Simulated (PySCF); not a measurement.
# SnH4 (SMILES [SnH4]) at 6 levels

We compute a comparison of 6 runs (B3LYP/STO-6G, M06-2X/STO-6G, SVWN5/STO-6G, UMP2/STO-6G, CCSDTQ/STO-6G, UCCSD(T)/STO-6G) of SnH4. The job is set up through a Python script.

The results are computed with PySCF 2.14.0.

9 further runs of the same task are left out: 1 that didn't finish, 8 set aside as unsound or not needed.

## Step 1: The structure to begin with

SnH4: 5 atoms, total charge 0, spin state singlet. SMILES: `[SnH4]`. The Sn1–H2 distance was set to 2.556 Å, away from the relaxed value. At this shape a bond of the SMILES string is far longer than usual.

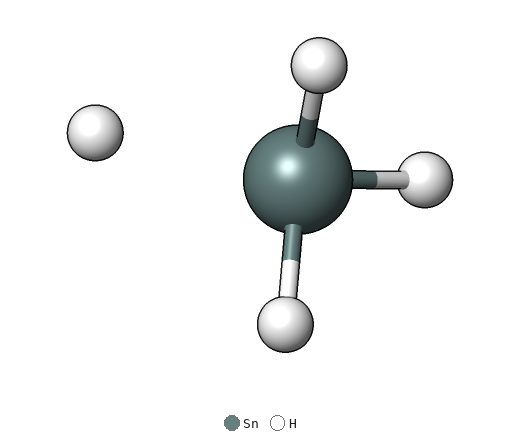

Viewed from a chosen angle; tin teal, hydrogen white.

## Step 2: A single-point energy at B3LYP/STO-6G (run 1)

calc.py reads:

```python
from pyscf import gto, dft

mol = gto.M(
    atom='''
Sn  -0.411911   0.426751  -0.611405
H    0.823920  -0.853480   1.222940
H   -1.975551   0.830161  -0.068305
H   -0.528751  -0.547869  -2.003935
H    0.444529   1.851381  -0.985085
''',
    verbose=3,
    charge=0,
    max_memory=1860,
    basis='sto-6g',
)

mf = dft.RKS(mol, xc='b3lyp')
mf.grids.level = 5
mf.conv_tol = 1e-10
mf.kernel()
if not mf.converged:
    mf = mf.newton().run(mf.mo_coeff, mf.mo_occ)

etot = mf.e_tot
print('E(%s) = %.9f' % ('B3LYP', etot))
```

Run with:

```bash
$ OMP_NUM_THREADS=1 python calc.py
```

Standard output:

```text
converged SCF energy = -5998.79749539648
E(B3LYP) = -5998.797495396
```

Wall time 5.4 s (1 thread of Arm Neoverse V1, shared host); peak memory 0.25 GiB.

## Step 3: The energy at M06-2X/STO-6G (run 2)

input.py reads:

```python
from pyscf import gto, dft

mol = gto.Mole()
mol.atom = '''
Sn  -0.411911   0.426751  -0.611405
H    0.823920  -0.853480   1.222940
H   -1.975551   0.830161  -0.068305
H   -0.528751  -0.547869  -2.003935
H    0.444529   1.851381  -0.985085
'''
mol.basis = 'sto-6g'
mol.max_memory = 1860
mol.spin = 0
mol.verbose = 3
mol.build()

ks = dft.RKS(mol, xc='m06-2x')
ks.conv_tol = 1e-10
ks.grids.level = 5
ks.kernel()
if not ks.converged:
    ks = ks.newton().run(ks.mo_coeff, ks.mo_occ)

e_final = ks.e_tot
print('E(%s) = %.9f' % ('M06-2X', e_final))
```

Run with:

```bash
$ OMP_NUM_THREADS=1 python input.py
```

Standard output:

```text
converged SCF energy = -5998.98117390503
E(M06-2X) = -5998.981173905
```

Wall time 6.6 s (1 thread of Arm Neoverse V1, shared host); peak memory 0.26 GiB.

## Step 4: The energy at SVWN5/STO-6G (run 3)

calc.py reads:

```python
from pyscf import gto, dft

system = gto.M(
    atom='''
Sn    -0.411911     0.426751    -0.611405
H      0.823920    -0.853480     1.222940
H     -1.975551     0.830161    -0.068305
H     -0.528751    -0.547869    -2.003935
H      0.444529     1.851381    -0.985085
''',
    max_memory=1860,
    charge=0,
    verbose=4,
    basis='sto-6g',
)

myscf = dft.RKS(system, xc='svwn')
myscf.conv_tol = 1e-10
myscf.grids.level = 5
myscf.kernel()
if not myscf.converged:
    myscf = myscf.newton().run(myscf.mo_coeff, myscf.mo_occ)

e_final = myscf.e_tot
print(f'total energy: {e_final:.8f} hartree')
```

Run with:

```bash
$ OMP_NUM_THREADS=1 python calc.py
```

Standard output:

```text
PySCF version 2.14.0

[... 75 lines left out ...]
converged SCF energy = -5992.89631137559
total energy: -5992.89631138 hartree
```

Wall time 4.2 s (1 thread of Arm Neoverse V1, shared host); peak memory 0.16 GiB.

Runs 4 to 5 aren't shown in full; the table further down has their settings and results.

## Step 5: The energy at UCCSD(T)/STO-6G (run 6)

run.py reads:

```python
from pyscf import gto, cc

system = gto.Mole()
system.atom = '''
Sn    -0.411911     0.426751    -0.611405
H      0.823920    -0.853480     1.222940
H     -1.975551     0.830161    -0.068305
H     -0.528751    -0.547869    -2.003935
H      0.444529     1.851381    -0.985085
'''
system.basis = 'sto-6g'
system.verbose = 4
system.max_memory = 1860
system.charge = 0
system.build()

myscf = system.UHF()
myscf.conv_tol = 1e-10
myscf.kernel()
if not myscf.converged:
    myscf = myscf.newton().run(myscf.mo_coeff, myscf.mo_occ)
for _ in range(3):
    mo, _, stable, _ = myscf.stability(return_status=True)
    if stable:
        break
    myscf.kernel(myscf.make_rdm1(mo, myscf.mo_occ))

mycc = cc.CCSD(myscf, frozen=18)
mycc.kernel()
e_t = mycc.ccsd_t()
etot = mycc.e_tot + e_t
print('Final energy', etot)
```

Run with:

```bash
$ OMP_NUM_THREADS=1 python run.py
```

Standard output:

```text
PySCF version 2.14.0

[... 85 lines left out ...]
converged SCF energy = -5996.52215139678  <S^2> = 2.6645353e-13  2S+1 = 1
[... 60 lines left out ...]
converged SCF energy = -5996.5457311643  <S^2> = 0.61303036  2S+1 = 1.8579885
[... 14 lines left out ...]
Init t2, MP2 energy = -0.0361065000951561
[... 15 lines left out ...]
UCCSD converged
[... 2 lines left out ...]
Final energy -5996.629644439163
```

Run time: 2.4 s. Hardware: 1 thread of Arm Neoverse V1, shared host; peak memory 0.12 GiB.

## Step 6: Overview of the runs

```
run            level  integration grid  frozen core orbitals   energy (Eh)  dipole moment (D) of the reference  HOMO energy (eV)  LUMO energy (eV)  wall time
  1     B3LYP/STO-6G                 5                     –  -5998.797495                                0.67             -4.86              1.38      5.4 s
  2    M06-2X/STO-6G                 5                     –  -5998.981174                                0.53             -5.98              2.54      6.6 s
  3     SVWN5/STO-6G                 5                     –  -5992.896311                                0.50             -3.94              0.79      4.2 s
  4      UMP2/STO-6G                 –                    18  -5996.581838                                0.17             -6.34              5.70      2.2 s
  5    CCSDTQ/STO-6G                 –                    18  -5996.630471                                0.81             -7.01              5.55       15 s
  6  UCCSD(T)/STO-6G                 –                    18  -5996.629644                                0.17             -6.34              5.70      2.4 s
```

## Step 7: What came out

| quantity | value |
| --- | --- |
| run 6: total energy | -5996.62964 Eh |
| run 6: dipole moment (Hartree–Fock density) | 0.17 D |
| run 6: HOMO energy (Hartree–Fock orbitals) | -6.34 eV |
| run 6: LUMO energy (Hartree–Fock orbitals) | 5.70 eV |
| run 6: HOMO–LUMO gap (Hartree–Fock orbitals) | 12.05 eV |
| run 6: correlation energy (18 core orbitals frozen) | -83.9 mEh |
| run 6: (T) correction | -1.00 mEh |
| run 6: ⟨S²⟩ of the reference determinant | 0.613 |
| run 6: T1 diagnostic | 0.066 |

**Reading.** Over runs 1, 2, 3 the dipole moment (its size) runs from 0.50 D (SVWN5/STO-6G) to 0.67 D (B3LYP/STO-6G). Over runs 1, 2, 3 the HOMO–LUMO gap runs from 4.73 eV (SVWN5/STO-6G) to 8.52 eV (M06-2X/STO-6G). Totals of different functionals can't be ranked against each other. In runs 1, 2, 3, 4, 5, 6 the basis is minimal, so the values are rough. In runs 1, 2, 3, 4, 5, 6 relativity is left out where basis or elements ask for it. Spin contamination of the reference: run 4 ⟨S²⟩ = 0.61, run 6 ⟨S²⟩ = 0.61. Where it is this large, the reference is a mixture of spin states, and values that rest on it are in doubt. All runs together took 36 s, the longest 15 s.
